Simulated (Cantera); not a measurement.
A closed system holds: 1 mol borazine, 2.5 mol O2, 0.68 mol H2, held at 0.220 bar.

These are equilibrium values from Cantera (NASA tables, ideal gas, pure condensed phases), not measurements of a reactor. Candidate condensed phases: B, BN, B2O3, B3O3H3, H2O; 39 gas species. The feed counts by its element totals alone. Gases not in the tables: H3BO3. The numbers say what is thermodynamically allowed, not how fast it happens.

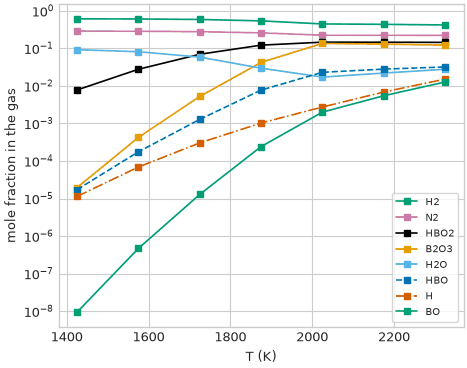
*Equilibrium gas composition (values under 1e-9 drawn at 1e-9)*

From 1425 K to 1875 K the condensed part is B2O3(l). From 2025 K to 2325 K nothing is condensed.
